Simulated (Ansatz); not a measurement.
Input

```
crystal:
  periodic: [false, false, false]
  atoms:
    - { symbol: Si, position_ang: [0.008078, 0.0, -0.04145] }
    - { symbol: Cl, position_ang: [0.070783, 0.0, 2.041013] }
    - { symbol: F, position_ang: [1.485332, 0.0, -0.631138] }
    - { symbol: F, position_ang: [-0.753317, 1.292706, -0.569215] }
    - { symbol: F, position_ang: [-0.753317, -1.292706, -0.569215] }
    - { symbol: H, position_ang: [-0.055958, 0.0, 4.611504] }
magnetization:
  spin_polarized: true
  initial_magnetization: 1
basis:
  gaussian: { orbitals: def2-SVP }
hamiltonian:
  xc: pbe0
relax:
  f_tol: 0.03
  max_steps: 50
output:
  orbitals: {}
```

Run with:

```sh
ansatz run input.yaml --threads 2 --pin off --max-ram 3072MiB --backend cpu --events-out ev --progress --plain --runs-dir out
```

The fields are those of the run's last geometry, not of the input's.

These are results of Ansatz 0.2.0, UKS PBE0/def2-SVP, not measurements.

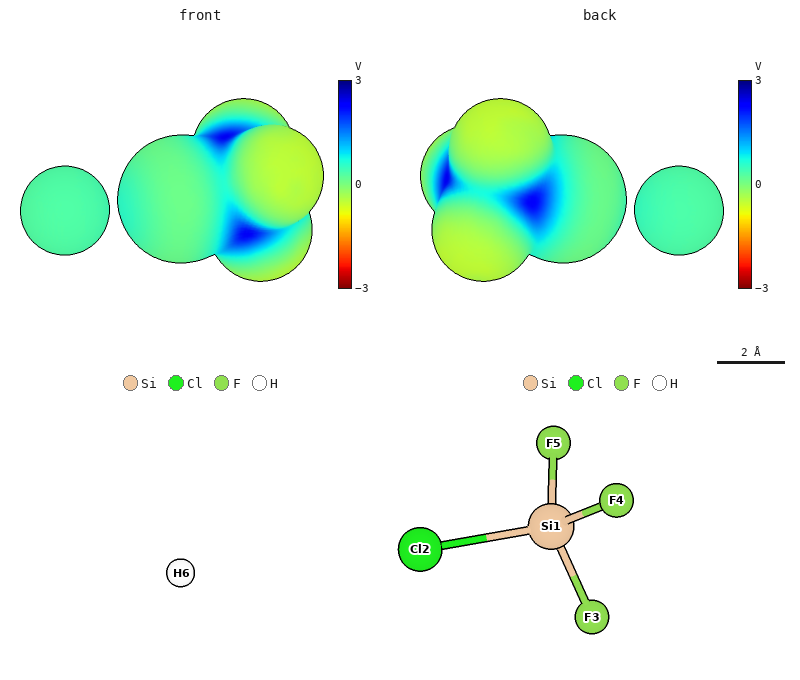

ClF$_{3}$Si···H (doublet). The molecular electrostatic potential painted on the density surface at 0.002 e/bohr³, seen from the front and from behind; the colour scale runs from red (negative) to blue (positive). The bare structure is drawn below in the same view.

Which sites attract a positive test charge, and which a negative one?

A positive charge is drawn to the negative regions and a negative charge to the positive ones. The most negative region (about −0.5 V) lies over F3, F4 and F5, the most positive (about +2.2 V) over Si1.
